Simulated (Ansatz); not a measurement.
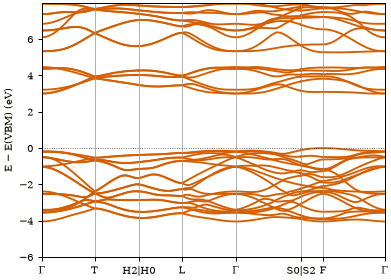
Fig. 1. Band structure from plane-wave PAW PBE (Ansatz code)

The gap is 3.00 eV; an edge lies off the plotted path or next to a special point (maximum at F, minimum off the standard path).

The material is CaTiO₃ in space group R3c (No. 161; Ca on 6a, Ti on 6a, O on 18b).

The start of the workflow was typed in or built on a structure type; neither database checked (COD, Materials Project) lists it. COD files the formula under space group No. 11, 62, 65, 140, 221, so this cell is another polymorph or a model. Its standing as an ambient phase is unchecked. The PBE relaxation kept the symmetry of its start; whether a distortion lowers the energy is not shown. The workflow began spin-polarised and lost its moments.

Potentials: the earlier of the program's two PAW sets.
